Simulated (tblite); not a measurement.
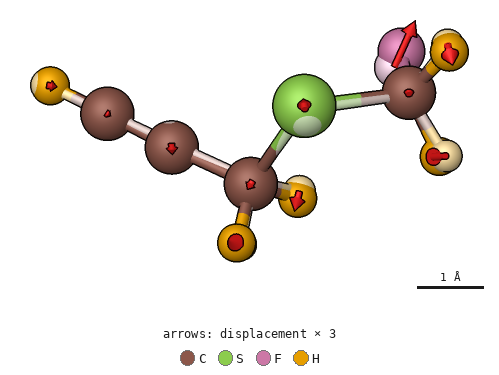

This is a relaxation of C₄H₅FS. The starting structure is drawn faded, the final one solid; red arrows show the displacements, magnified 3 times. The two geometries are superimposed by the best rigid fit.

Style: ball-and-stick. Shown at a tilt.

Computed with tblite, GFN2-xTB geometry optimisation, dihedral held, gas phase. 

Q: What did the optimiser do to the structure, and how much energy did it gain?

A: The energy falls by 0.065 eV in 52 geometry steps. The atom that moves furthest after the best rigid fit is the F atom (0.27 Å). By element the largest moves are F 0.27 Å, H 0.21 Å, S 0.08 Å, C 0.06 Å. Among the contacts that change: C–S 1.822 → 1.852 Å, C–C 1.464 → 1.439 Å, C–H 1.063 → 1.049 Å, C–F 1.351 → 1.362 Å. Bond angles that change, for instance: H–C–H 107.0° → 110.4°, S–C–F 109.6° → 112.4°, S–C–H 109.6° → 106.8°. Cost: 0.26 s on 1 thread of Arm Neoverse V2 (shared host).
